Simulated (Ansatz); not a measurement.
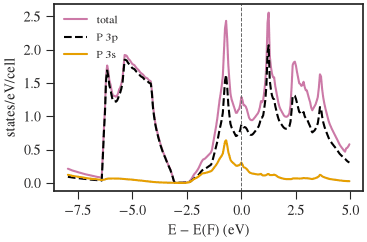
Figure: Total and projected density of states of P (diamond, space group No. 227), plane-wave PAW PBE (Ansatz code)

Q: Which orbitals carry the states next to the Fermi level?

A: Within 0.5 eV of the Fermi level: P 3p 70 %, P 3s 22 %, outside the projected shells 8 %. Projections are on Löwdin-orthogonalised atomic valence shells; empty p or d shells of many metals are not among them.

Q: Where is the tallest occupied peak in this window, and what makes it?

A: Near -0.7 eV, about 2.4 states/eV per cell; the largest projected share is P 3p.

Space group Fd-3m (diamond). The start of the workflow was typed in or built on a structure type; neither database checked (COD, Materials Project) lists it. It is not the phase usual at ambient conditions (space group No. 64). Symmetry was held in the PBE relaxation; whether a distortion lowers the energy is not shown.

Potentials: the later of the program's two PAW sets.
